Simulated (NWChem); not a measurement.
# CH8ClNSi2 (SMILES CN([SiH3])[SiH2]Cl) at 4 levels

Wanted: a comparison of 4 runs (HF/STO-3G, HF/3-21G, B3LYP/6-31G*) of CH8ClNSi2. 

The results are computed with NWChem 7.3.0.

### 1 The molecule

The species is CH8ClNSi2 (13 atoms), meant as a singlet with charge 0. As SMILES, `CN([SiH3])[SiH2]Cl`. The shape is that of a PBE0-D4/def2-TZVP optimisation. This is one conformer, not always the lowest.

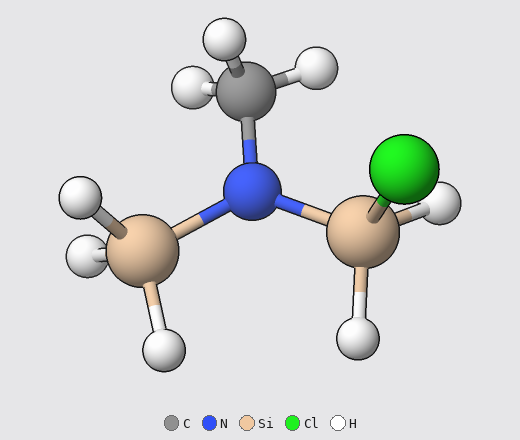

The structure, seen from a chosen angle (carbon grey, nitrogen blue, silicon light orange, chlorine green, hydrogen white).

### 2 Energy and gradient at HF/STO-3G (run 1)

Input file ch8clnsi2.nw:

```
start ch8clnsi2
memory total 2200 mb
charge 0

geometry noautosym nocenter noautoz
  C    -1.497500    0.222600   -0.020600
  N    -0.061600   -0.036500   -0.138100
  Si    0.480200   -1.602400    0.371800
  Si    0.968400    1.279500   -0.486000
  Cl    1.193600    2.564300    1.117900
  H    -2.074000   -0.629400   -0.393700
  H    -1.782200    1.094000   -0.616500
  H    -1.798300    0.411400    1.015100
  H    -0.213300   -2.645800   -0.431500
  H     1.946500   -1.674800    0.165100
  H     0.159700   -1.852700    1.804300
  H     2.311500    0.767700   -0.826900
  H     0.367200    2.102100   -1.560900
end

basis "ao basis" spherical bse
  * library STO-3G
end

scf
  thresh 1e-08
  maxiter 80
end

task scf gradient
```

Run with:

```
$ nwchem ch8clnsi2.nw > ch8clnsi2.out
```

Standard output:

```text
[...]
  functions       =    45
[...]
  wavefunction    = RHF
[...]
         Total SCF energy =  -1121.689659696024
      One-electron energy =  -2283.017961806576
      Two-electron energy =    796.460159642513
 Nuclear repulsion energy =    364.868142468039
        Time for solution =      3.4s
[...]
                         RHF ENERGY GRADIENTS
    atom               coordinates                        gradient
                 x          y          z           x          y          z
   1 C      -2.829865   0.420653  -0.038928    0.005308  -0.002063   0.002529
   2 N      -0.116407  -0.068975  -0.260971   -0.012357   0.000029   0.000579
   3 Si      0.907446  -3.028097   0.702600   -0.006644   0.034869  -0.011706
   4 Si      1.830011   2.417904  -0.918407   -0.007338   0.003144   0.043235
   5 Cl      2.255577   4.845824   2.112525   -0.002451  -0.008827  -0.012977
   6 H      -3.919292  -1.189394  -0.743985    0.000439  -0.002284  -0.002222
   7 H      -3.367870   2.067360  -1.165016    0.001259   0.002167  -0.002447
   8 H      -3.398294   0.777433   1.918261    0.002798   0.000060   0.001121
   9 H      -0.403079  -4.999837  -0.815417   -0.016321  -0.023034  -0.017253
  10 H       3.678352  -3.164913   0.311994    0.031767  -0.001082  -0.004411
  11 H       0.301789  -3.501095   3.409633   -0.007908  -0.006454   0.031505
[...]
```

It took 5.1 s on 1 thread of Intel Xeon 6975P-C (Granite Rapids), shared host; peak memory 0.096 GiB.

### 3 Energy and gradient at HF/3-21G (run 2)

Input file ch8clnsi2.nw:

```
start ch8clnsi2
memory total 2200 mb

geometry units angstrom noautosym nocenter noautoz
C       -1.497500       0.222600      -0.020600
N       -0.061600      -0.036500      -0.138100
Si       0.480200      -1.602400       0.371800
Si       0.968400       1.279500      -0.486000
Cl       1.193600       2.564300       1.117900
H       -2.074000      -0.629400      -0.393700
H       -1.782200       1.094000      -0.616500
H       -1.798300       0.411400       1.015100
H       -0.213300      -2.645800      -0.431500
H        1.946500      -1.674800       0.165100
H        0.159700      -1.852700       1.804300
H        2.311500       0.767700      -0.826900
H        0.367200       2.102100      -1.560900
end

basis "ao basis" spherical bse
* library 3-21G
end

scf
singlet
rhf
thresh 1e-08
maxiter 80
print low
end

task scf gradient
```

Run with:

```
$ nwchem ch8clnsi2.nw > ch8clnsi2.out
```

Standard output:

```text
[...]
  functions       =    73
[...]
  wavefunction    = RHF
[...]
         Total SCF energy =  -1128.608511033254
      One-electron energy =  -2287.013231482211
      Two-electron energy =    793.536577980918
 Nuclear repulsion energy =    364.868142468039
        Time for solution =      3.8s
[...]
                         RHF ENERGY GRADIENTS
    atom               coordinates                        gradient
                 x          y          z           x          y          z
   1 C      -2.829865   0.420653  -0.038928    0.021851  -0.003289   0.000775
   2 N      -0.116407  -0.068975  -0.260971   -0.002285  -0.003515  -0.003231
   3 Si      0.907446  -3.028097   0.702600   -0.002049   0.018133  -0.003596
   4 Si      1.830011   2.417904  -0.918407   -0.002892   0.014597   0.042876
   5 Cl      2.255577   4.845824   2.112525   -0.005948  -0.028074  -0.034792
   6 H      -3.919292  -1.189394  -0.743985   -0.003026  -0.005070  -0.001904
   7 H      -3.367870   2.067360  -1.165016   -0.000635   0.005142  -0.003201
   8 H      -3.398294   0.777433   1.918261   -0.002162   0.001149   0.005820
   9 H      -0.403079  -4.999837  -0.815417   -0.001044   0.001117  -0.000157
  10 H       3.678352  -3.164913   0.311994   -0.000158   0.001376  -0.000423
  11 H       0.301789  -3.501095   3.409633   -0.000922   0.000450  -0.000469
[...]
```

Wall time 5.7 s (1 thread of Intel Xeon 6975P-C (Granite Rapids), shared host); peak memory 0.097 GiB.

Run 3 isn't shown in full; the table further down has it.

### 4 Energy and forces at B3LYP/6-31G(d) (Cartesian functions) (run 4)

Input file run.py:

```python
from ase import Atoms
from ase.calculators.nwchem import NWChem

mol = Atoms(['C', 'N', 'Si', 'Si', 'Cl', 'H', 'H', 'H', 'H', 'H', 'H', 'H', 'H'], positions=[
    [-1.497500, 0.222600, -0.020600],
    [-0.061600, -0.036500, -0.138100],
    [0.480200, -1.602400, 0.371800],
    [0.968400, 1.279500, -0.486000],
    [1.193600, 2.564300, 1.117900],
    [-2.074000, -0.629400, -0.393700],
    [-1.782200, 1.094000, -0.616500],
    [-1.798300, 0.411400, 1.015100],
    [-0.213300, -2.645800, -0.431500],
    [1.946500, -1.674800, 0.165100],
    [0.159700, -1.852700, 1.804300],
    [2.311500, 0.767700, -0.826900],
    [0.367200, 2.102100, -1.560900],
])

calc = NWChem(
    label='job',
    theory='dft',
    memory='2200 mb',
    basis='6-31G*',
    dft={'xc': 'b3lyp', 'mult': '1', 'grid': 'fine', 'convergence': 'energy 1e-08', 'iterations': '100', 'mulliken': None},
)
mol.calc = calc

forces = mol.get_forces()
print("Total energy (eV):", round(mol.get_potential_energy(), 6))
print("forces (eV/A):")
for s, f in zip(mol.symbols, forces):
    print(f"{s:2s} {f[0]:10.5f} {f[1]:10.5f} {f[2]:10.5f}")
print("dipole (e A):", mol.get_dipole_moment().round(4))
```

Run with:

```
$ export ASE_NWCHEM_COMMAND="nwchem PREFIX.nwi > PREFIX.nwo"
$ python run.py
```

Standard output:

```text
Total energy (eV): -30937.624836
forces (eV/A):
C    -0.32165    0.05003   -0.00046
N     0.01748    0.00463   -0.10619
Si    0.12974   -0.41184    0.12994
Si    0.20301    0.07533   -0.41847
Cl    0.09827    0.35702    0.39420
H    -0.06932   -0.06690   -0.03790
H    -0.05209    0.06304   -0.05081
H    -0.03970    0.01831    0.09966
H     0.00519   -0.03574    0.00535
H     0.00483   -0.02659    0.00833
H     0.01034   -0.03857    0.02319
H     0.00504    0.00504   -0.02273
H     0.00879    0.00622   -0.02401
dipole (e A): [-0.2574 -0.2785 -0.2288]
```

The calculator wrote job.nwi:

```
title "job"

permanent_dir job

scratch_dir job

start job

geometry units angstrom nocenter noautosym noautoz
  C  -1.4975000000000001e+00 2.2259999999999999e-01 -2.0600000000000000e-02
  N  -6.1600000000000002e-02 -3.6499999999999998e-02 -1.3810000000000000e-01
  Si 4.8020000000000002e-01 -1.6024000000000000e+00 3.7180000000000002e-01
  Si 9.6840000000000004e-01 1.2795000000000001e+00 -4.8599999999999999e-01
  Cl 1.1936000000000000e+00 2.5642999999999998e+00 1.1178999999999999e+00
  H  -2.0739999999999998e+00 -6.2939999999999996e-01 -3.9369999999999999e-01
  H  -1.7822000000000000e+00 1.0940000000000001e+00 -6.1650000000000005e-01
  H  -1.7983000000000000e+00 4.1139999999999999e-01 1.0150999999999999e+00
  H  -2.1329999999999999e-01 -2.6457999999999999e+00 -4.3149999999999999e-01
  H  1.9464999999999999e+00 -1.6748000000000001e+00 1.6510000000000000e-01
  H  1.5970000000000001e-01 -1.8527000000000000e+00 1.8043000000000000e+00
  H  2.3115000000000001e+00 7.6770000000000005e-01 -8.2689999999999997e-01
  H  3.6720000000000003e-01 2.1021000000000001e+00 -1.5609000000000000e+00
end

memory 2200 mb

basis noprint
   * library 6-31G*
end

dft
  xc b3lyp
  mult 1
  grid fine
  convergence energy 1e-08
  iterations 100
  mulliken
end

task dft gradient
```

job.nwo:

```text
Northwest Computational Chemistry Package (NWChem) 7.3.0
             --------------------------------------------------------

           Job information
           ---------------

    nwchem branch   = 7.3.0
    use scalapack   = T
    input           = job.nwi
    prefix          = job.
    data base       = job/job.db
    status          = startup
    nproc           =        1

           Memory information
           ------------------

    heap     =     72089596 doubles =      550.0 Mbytes
    stack    =     72089601 doubles =      550.0 Mbytes
    global   =    144179200 doubles =     1100.0 Mbytes (distinct from heap & stack)
    total    =    288358397 doubles =     2200.0 Mbytes
    verify   = yes
    hardfail = no

           Directory information
           ---------------------

  0 permanent = job
  0 scratch   = job

                                NWChem Input Module
                                -------------------

                                        job
                                        ---

[... 106 lines left out ...]
  convergence criterion.
[... 17 lines left out ...]
          Convergence on gradient requested:  5.00D-04
[... 28 lines left out ...]
          Convergence aids based upon iterative change in
[... 28 lines left out ...]
 1-e energy   =   -2291.208170
[... 39 lines left out ...]
         Total DFT energy =    -1136.936751724809
[... 2 lines left out ...]
    Exchange-Corr. energy =      -85.562469549864
[... 787 lines left out ...]
          Convergence on energy requested:  1.00D-08
[... 26 lines left out ...]
          Spatial weights used:  Erf1
[... 4 lines left out ...]
          total energy or number of iterations.
[... 18 lines left out ...]
                            NWChem DFT Gradient Module
                            --------------------------

                                        job

  charge          =   0.00
  wavefunction    = closed shell

                         DFT ENERGY GRADIENTS

    atom               coordinates                        gradient
                 x          y          z           x          y          z
   1 C      -2.829865   0.420653  -0.038928    0.006255  -0.000973   0.000009
   2 N      -0.116407  -0.068975  -0.260971   -0.000340  -0.000090   0.002065
   3 Si      0.907446  -3.028097   0.702600   -0.002523   0.008009  -0.002527
[... 9 lines of this table left out ...]
  13 H       0.693907   3.972393  -2.949673   -0.000171  -0.000121   0.000467

                 ----------------------------------------
                 |  Time  |  1-e(secs)   |  2-e(secs)   |
                 ----------------------------------------
                 |  CPU   |       0.01   |       6.32   |
                 ----------------------------------------
                 |  WALL  |       0.01   |       6.32   |
                 ----------------------------------------

 Task  times  cpu:       31.4s     wall:       31.4s
 Total times  cpu:       31.4s     wall:       31.4s
```

Run time: 32 s. Hardware: 1 thread of Intel Xeon 6975P-C (Granite Rapids), shared host; peak memory 0.13 GiB.

### 5 All runs side by side

```
run                               level  iteration cap  module   energy (Eh)  dipole moment (D)  HOMO energy (eV)  LUMO energy (eV)  wall time
  1                           HF/STO-3G             80     scf  -1121.689660               3.07             -7.96              9.91      5.1 s
  2                            HF/3-21G             80     scf  -1128.608511                  –                 –                 –      5.7 s
  3  B3LYP/6-31G* (spherical functions)            100     dft  -1136.928377               2.13             -7.12              0.37       32 s
  4  B3LYP/6-31G* (Cartesian functions)            100     dft  -1136.936752               2.13             -7.12              0.35       32 s
```

### 6 Summary of results

| quantity | value |
| --- | --- |
| run 4: total energy | -1136.93675 Eh |
| run 4: dipole moment | 2.13 D |
| run 4: HOMO energy | -7.12 eV |
| run 4: LUMO energy | 0.35 eV |
| run 4: HOMO–LUMO gap | 7.47 eV |
| run 4: largest force on an atom | 0.541 eV/Å |

**Reading.** Over runs 1, 3, 4 the dipole moment (its size) runs from 2.13 D (B3LYP/6-31G*) to 3.07 D (HF/STO-3G). The two ends differ in method and basis. Over runs 1, 3, 4 the HOMO–LUMO gap runs from 7.47 eV (B3LYP/6-31G*) to 17.88 eV (HF/STO-3G). In run 1 the basis is minimal, so the values are rough. All runs together took 75 s, the longest 32 s.
